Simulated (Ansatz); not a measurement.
# CH3BClFO (SMILES OC(F)BCl) at BHLYP/def2-SVP

What is the vertical singlet–triplet gap of CH3BClFO at BHLYP/def2-SVP? 

Program for the calculation: Ansatz 0.2.0.

136 further runs of the same task are left out: 136 set aside as unsound or not needed.

### 1 The structure to begin with

CH3BClFO has 8 atoms, charge 0, and is taken as a singlet. SMILES: `OC(F)BCl`. The shape is that of a PBE0-D4/def2-TZVP optimisation. This is one conformer, not always the lowest.

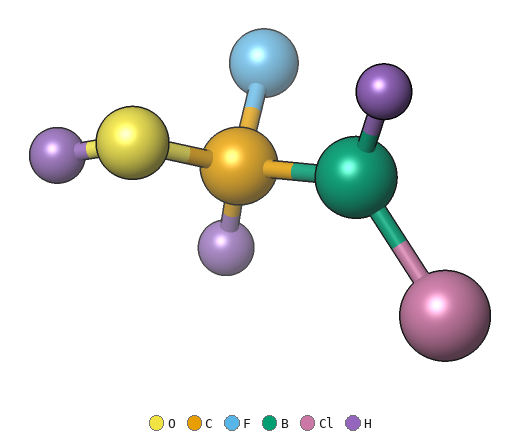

Viewed from a chosen angle; oxygen yellow, carbon amber, fluorine blue, boron teal, chlorine pink, hydrogen purple.

### 2 A single-point energy at BHLYP/def2-SVP

in.yaml reads:

```yaml
crystal:
  periodic: [false, false, false]
  atoms:
    - {symbol: O, position_ang: [-0.045500, 0.346900, 1.395700]}
    - {symbol: C, position_ang: [0.458900, 0.058800, 0.147300]}
    - {symbol: F, position_ang: [1.315100, -1.045400, 0.209200]}
    - {symbol: B, position_ang: [-0.767200, -0.356700, -0.774700]}
    - {symbol: Cl, position_ang: [-1.105700, 0.541100, -2.217200]}
    - {symbol: H, position_ang: [0.620500, 0.802400, 1.920200]}
    - {symbol: H, position_ang: [1.073200, 0.877500, -0.246600]}
    - {symbol: H, position_ang: [-1.457200, -1.281600, -0.489900]}
basis:
  gaussian: {orbitals: def2-SVP}
hamiltonian: {xc: {name: BHLYP}}
accuracy: high
output: {orbitals: {seedname: orbitals}}
```

Started as:

```
ansatz run in.yaml --threads 1 --pin off --max-ram 3480MiB --events-out events.jsonl --progress --plain --runs-dir runs
```

The log of the run:

```text
Warning: RAYON_NUM_THREADS=1 ignored (pool sized by the plan → 1); use --threads N
Functional definition: BHLYP
  name "BHLYP"
  parameter a = 0.5
  exchange = (1 - a)*b88_x + a*exact_x
  correlation = lyp_c
2019 factors; integrals over basis functions are off by at most 3.7e-9 eV
mean field evaluation 1: about -19034.6111 eV, gradient 3.6e1 eV
mean field evaluation 2: about -19034.9261 eV, gradient 3.5e1 eV
mean field evaluation 4: about -19036.8437 eV, gradient 1.2e0 eV
mean field evaluation 8: about -19037.3047 eV, gradient 3.5e-1 eV
mean field evaluation 16: about -19037.3049 eV, gradient 2.5e-5 eV
mean field -19037.30494036 eV, -699.6080526095 hartree, gradient 4.8e-8 eV, S^2 0.000000; 0 other end points of the search recorded, 0 dependent functions left out
reference -19037.30496454 eV, -699.6080534980 hartree; 24, 24 occupied and 65, 65 virtual orbitals, 2019 factors
Total energy: -19037.30496454 eV, -699.6080534980 hartree
```

Run time: 7.8 s. Hardware: 1 thread of Arm Neoverse V2, shared host; peak memory 0.3 GiB.

### 3 The triplet at the same level

Edit in.yaml of step 2 so:

```diff
@@ -13,2 +13,3 @@
   gaussian: {orbitals: def2-SVP}
+magnetization: {spin_polarized: true, initial_magnetization: 2}
 hamiltonian: {xc: {name: BHLYP}}
```

Started as:

```
ansatz run in.yaml --threads 1 --pin off --max-ram 3480MiB --events-out events.jsonl --progress --plain --runs-dir runs
```

The log of the run:

```text
Warning: RAYON_NUM_THREADS=1 ignored (pool sized by the plan → 1); use --threads N
[... 5 set-up lines as earlier in the session ...]
2019 factors; integrals over basis functions are off by at most 3.7e-9 eV
mean field evaluation 1: about -19028.6267 eV, gradient 2.8e1 eV
mean field evaluation 2: about -19028.0580 eV, gradient 3.2e1 eV
mean field evaluation 4: about -19032.0929 eV, gradient 1.0e0 eV
mean field evaluation 8: about -19032.1811 eV, gradient 1.2e-1 eV
mean field evaluation 16: about -19032.1814 eV, gradient 3.8e-3 eV
mean field evaluation 32: about -19032.1814 eV, gradient 9.7e-7 eV
mean field -19032.18141011 eV, -699.4197663457 hartree, gradient 9.9e-8 eV, S^2 2.007746; 2 other end points of the search recorded, 0 dependent functions left out
reference -19032.18143481 eV, -699.4197672533 hartree; 25, 23 occupied and 64, 66 virtual orbitals, 2019 factors
Total energy: -19032.18143481 eV, -699.4197672533 hartree
```

It took 16 s on 1 thread of Arm Neoverse V2, shared host; peak memory 0.43 GiB.

### 4 Summary of results

At BHLYP/def2-SVP:

```
                                        quantity          value
                           singlet: total energy  -699.60805 Eh
                            singlet: HOMO energy       -9.88 eV
                            singlet: LUMO energy       -0.50 eV
                          singlet: HOMO–LUMO gap        9.38 eV
                           triplet: total energy  -699.41977 Eh
     triplet: HOMO energy (highest over α and β)       -4.92 eV
                                   triplet: ⟨S²⟩          2.008
vertical energy of the triplet above the singlet       5.124 eV
```

At this shape the triplet lies 5.12 eV (118 kcal/mol) above the singlet.
